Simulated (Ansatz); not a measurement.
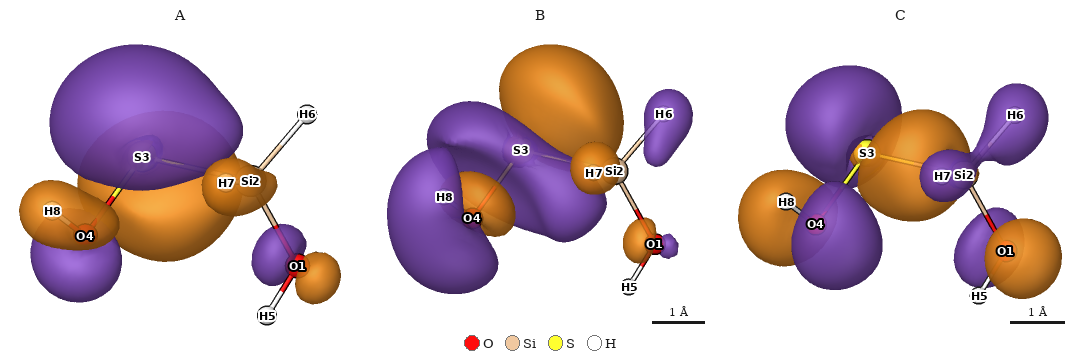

Figure. H4O2SSi. Three frontier orbitals at ±0.08 Å⁻³ᐟ² (orange and purple are the two phases), in no order.

Computed with RKS BLYP-D4/def2-mTZVP in Ansatz.

The calculation's input:

```
crystal:
  periodic: [false, false, false]
  atoms:
    - { symbol: O, position_ang: [-0.45525, 0.83368, -1.1605] }
    - { symbol: Si, position_ang: [0.76722, 0.81466, -0.1133] }
    - { symbol: S, position_ang: [0.25799, -0.72515, 1.338] }
    - { symbol: O, position_ang: [-1.05987, -1.33403, 0.43802] }
    - { symbol: H, position_ang: [-1.16322, 0.19596, -1.04872] }
    - { symbol: H, position_ang: [0.83989, 2.06735, 0.61643] }
    - { symbol: H, position_ang: [1.98641, 0.39403, -0.78584] }
    - { symbol: H, position_ang: [-1.17317, -2.24649, 0.71591] }
basis:
  gaussian: { orbitals: def2-mTZVP }
hamiltonian:
  xc: blyp
  dispersion: d4
relax:
  f_tol: 0.02
  max_steps: 50
output:
  orbitals: {}
```

Run with:

```sh
ansatz run input.yaml --threads 2 --pin off --max-ram 3072MiB --backend cpu --events-out ev --progress --plain --runs-dir out
```

The fields are those of the relaxed geometry.

**Order the three orbitals by energy and name them.**

C is the HOMO−1 (−6.53 eV). It lies mainly on O4 (about 40 %), S3 (about 35 %), Si2 (about 10 %) and O1 (about 10 %); π-antibonding (π*) across O4–S3. A is the HOMO (−5.94 eV). Its weight (Hirshfeld) is mainly on S3 (about 75 %) and O4 (about 10 %); largely a lone pair of S3. B is the LUMO (−2.43 eV). Its weight (Hirshfeld) is mainly on S3 (about 55 %), O4 (about 25 %), Si2 (about 10 %) and H8 (about 5 %).

**What is the HOMO–LUMO gap?**

3.51 eV between the orbital energies.
